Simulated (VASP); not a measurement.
Band structure of Ni₃Al (L1_2). Level of theory: SCAN meta-GGA, VASP's PBE PAW potentials (set 64) (plane waves; VASP).

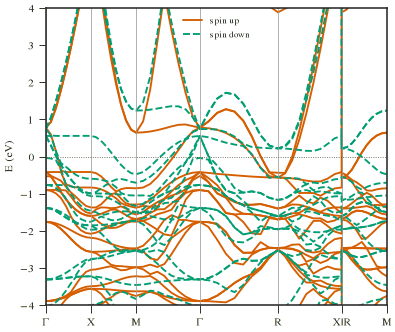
Figure: Bands along high-symmetry lines, zero at the valence-band maximum or, without a gap, the Fermi level

**Question.** Read the plot: is there a gap, and where are the band edges?

**Answer.** It has no gap at this level: it comes out as a metal or semimetal.

The compound is Ni3Al in the L1_2 structure. It was relaxed first, which changed the volume by -5 %.
